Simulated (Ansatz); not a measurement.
Cl$_{2}$H$_{4}$HfN$_{2}$ (SMILES [NH2][Hf]([NH2])([Cl])[Cl])

```xyz
9

Cl   -2.0741   -1.2055    1.4442
Cl    1.2961    0.7051    2.3797
Hf   -0.1267   -0.1012    0.6631
N    -0.6885    1.4507   -0.4861
N     0.9000   -1.3063   -0.5705
H    -1.2335    2.2427   -0.1479
H    -0.4926    1.5917   -1.4736
H     1.9092   -1.2938   -0.7078
H     0.5102   -2.0835   -1.1012
```

Geometry: PBE0-D4/def2-SVP; core potentials replace the inner electrons of Hf.

The calculation used isolated molecule in a Gaussian basis; Kohn-Sham density functional theory, functional PBE0 (Ansatz 0.2.0).

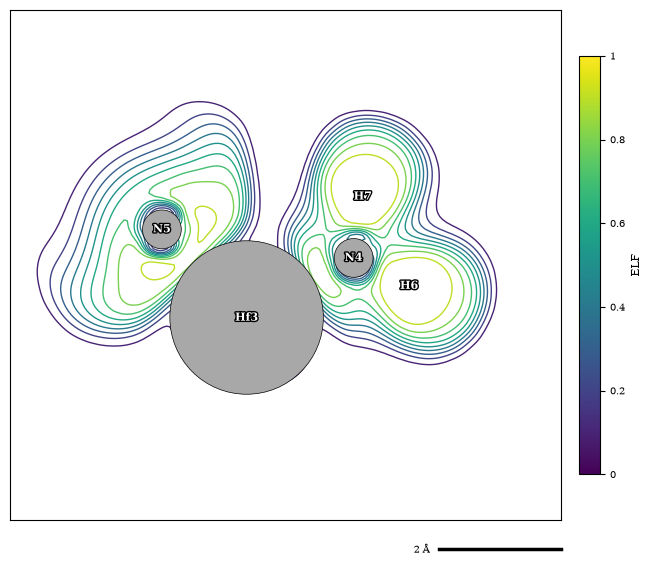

Figure 1. ELF on the plane of atoms H6, N4 and H7. Grey discs cover the atomic cores.

> What does the map show?

- The plane passes through Hf, N and H nuclei.
- Hf–N (2.01 Å): the ELF peaks at about 0.90 in the valence shell of N, 0.6 Å from its nucleus, and is about 0.30 at the midpoint.
- N–H (1.02 Å): the ELF climbs to about 1 towards the hydrogen, as it does in any bond to H: an ordinary covalent bond to hydrogen.

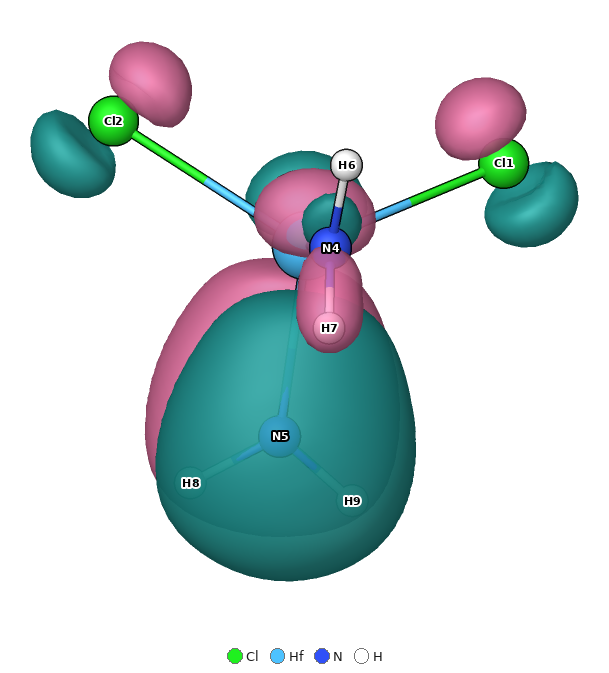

Figure 2. The HOMO−1 at ±0.08 Å⁻³ᐟ² (teal and pink are the two phases), seen at an oblique angle.

> Describe this orbital and give its energy.

Its weight (Hirshfeld) is mainly on N5 (about 70 %) and Hf3 (about 15 %); largely a lone pair of N5. Its energy is −8.15 eV.

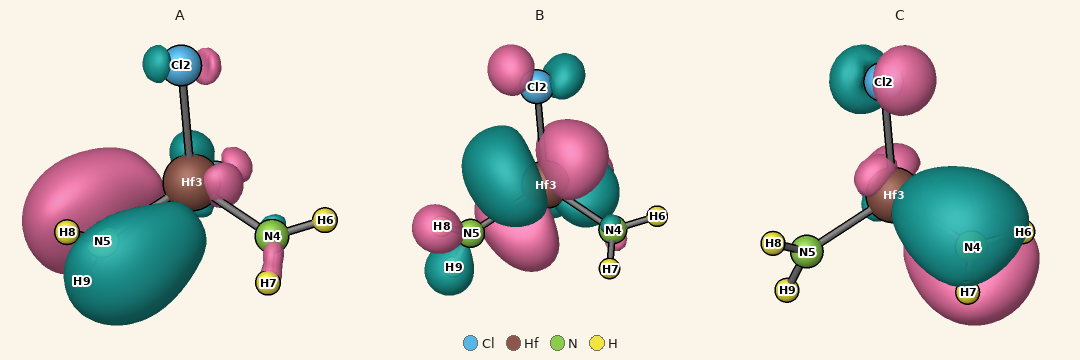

Figure 3. Three frontier orbitals at ±0.1 Å⁻³ᐟ² (teal and pink are the two phases), in no order.

> Order the three orbitals by energy and name them.

A is the HOMO−1 (−8.15 eV). Its weight (Hirshfeld) is mainly on N5 (about 70 %) and Hf3 (about 15 %); largely a lone pair of N5. C is the HOMO (−7.83 eV). It lies mainly on N4 (about 65 %), Hf3 (about 15 %), Cl2 (about 5 %) and Cl1 (about 5 %). B is the LUMO (−0.99 eV). It lies mainly on Hf3 (about 65 %), Cl1 (about 10 %), Cl2 (about 10 %) and N5 (about 10 %).

> What is the HOMO–LUMO gap?

6.84 eV between the orbital energies.
